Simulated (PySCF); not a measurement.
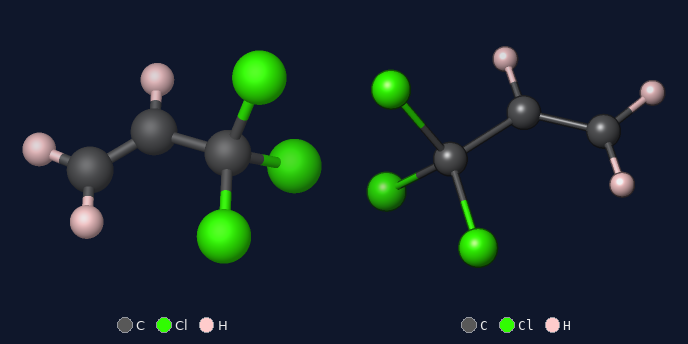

The same structure drawn twice, from different directions.

Computed geometry: PBE0-D3(BJ)/def2-SVP optimisation. No frequency run is at hand to confirm it as a minimum.

Count the atoms of each element.

C₃H₃Cl₃, 9 atoms: 3 carbon, 3 hydrogen and 3 chlorine.

Name some functional groups or characteristic bonds that it holds.

Among them: alkene, C–Cl bond.

Does it have rings?

It has no ring.

How many bonds of each kind are drawn?

3 C–Cl, 3 C–H, 2 C–C.

Write the SMILES.

C=CC(Cl)(Cl)Cl

The parts below concern this one geometry. Atoms keep their numbers from picture to picture.

### Shape

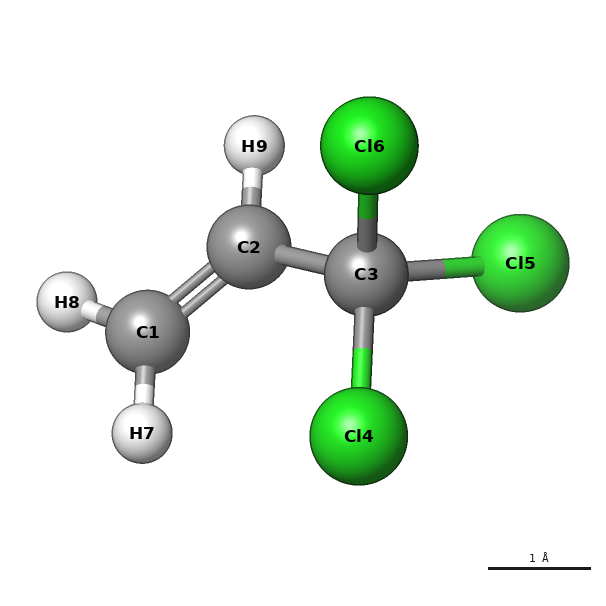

No frequency run is at hand to confirm it as a minimum.

How are the neighbours of atom 1 arranged?

C1 has 3 neighbours (C2 at 1.33, H7 at 1.09, H8 at 1.09 Å); the arrangement is trigonal planar.

What is the geometry at C2?

C2 has 3 neighbours (C1 at 1.33, C3 at 1.50, H9 at 1.09 Å); the arrangement is trigonal planar.

Describe the coordination of atom 3.

C3 has 4 neighbours (C2 at 1.50, Cl4 at 1.77, Cl5 at 1.79, Cl6 at 1.79 Å); the arrangement is tetrahedral.

What is the dihedral angle C1–C2–C3–Cl5?

119° in size, that is anticlinal.

### Dipole moment

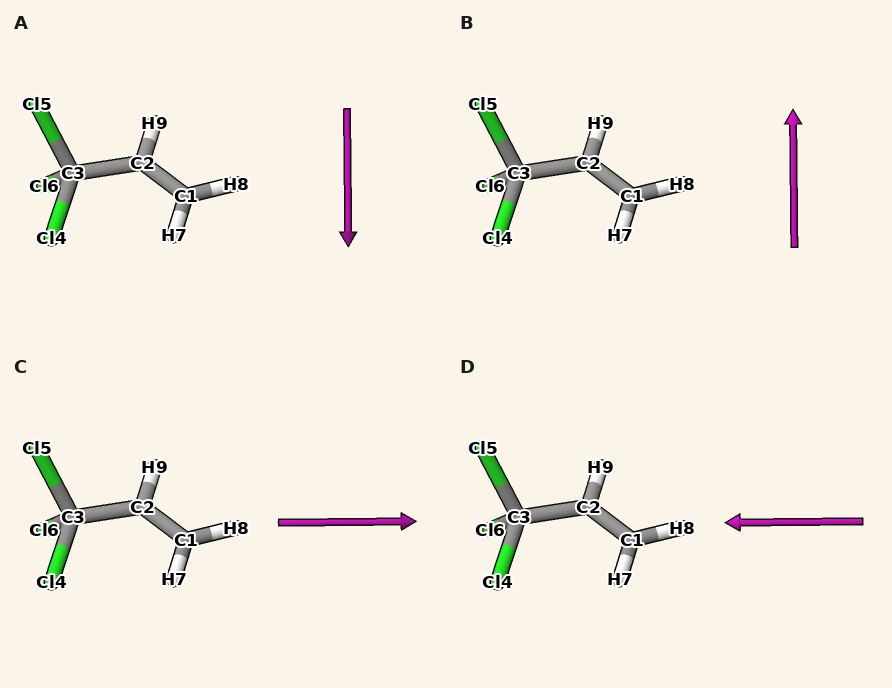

The same molecule four times, each with an arrow. No frequency run is at hand to confirm it as a minimum. Level of theory: PBE0/def2-TZVP, gas phase (PySCF 2.14.0).

Which arrow points along the dipole moment, from the negative to the positive end?

C. The dipole moment is 1.84 D; it points from the side of Cl5, Cl6 to the side of H8 (the outermost atoms at the two ends).

### NMR shielding

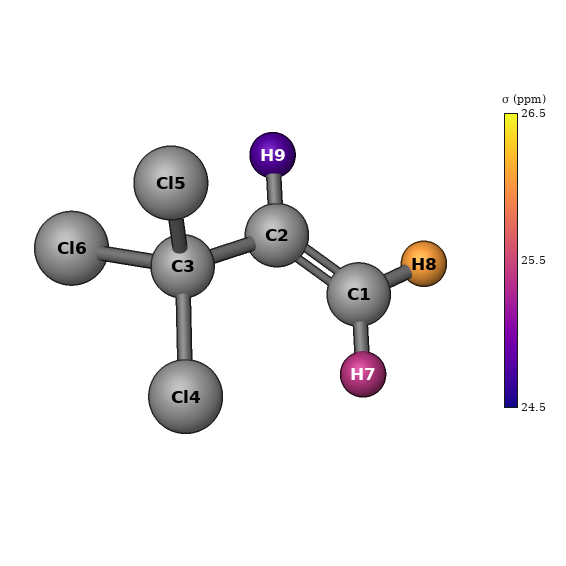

Atoms are coloured by their isotropic NMR shieldings (H only, the others grey). No frequency run is at hand to confirm it as a minimum. Level of theory: GIAO PBE0/6-311+G(2d,p) NMR shielding, non-relativistic, gas phase (PySCF 2.14.0).

List the isotropic NMR shieldings of the H atoms.

| atom | σ (ppm) |
| --- | --- |
| H7 | 25.39 |
| H8 | 26.05 |
| H9 | 24.79 |

### Quadrupole coupling

No frequency run is at hand to confirm it as a minimum. Electric field gradients from the ground-state density, PBE0/6-31G* (PySCF 2.14.0), non-relativistic apart from any core potentials.

Give the largest field-gradient component, the quadrupole coupling constant and the asymmetry for 35Cl at Cl4 (Q = −81.7 mb), 35Cl at Cl5 (Q = −81.7 mb), 35Cl at Cl6 (Q = −81.7 mb), 2H at H7 (Q = 2.86 mb), 2H at H8 (Q = 2.86 mb).

| atom | V_zz (a.u.) | e²qQ/h (MHz) | η |
| --- | --- | --- | --- |
| Cl4 | 4.019 | −77.1 | 0.01 |
| Cl5 | 4.000 | −76.8 | 0.01 |
| Cl6 | 4.000 | −76.8 | 0.01 |
| H7 | 0.289 | 0.195 | 0.05 |
| H8 | 0.294 | 0.198 | 0.04 |
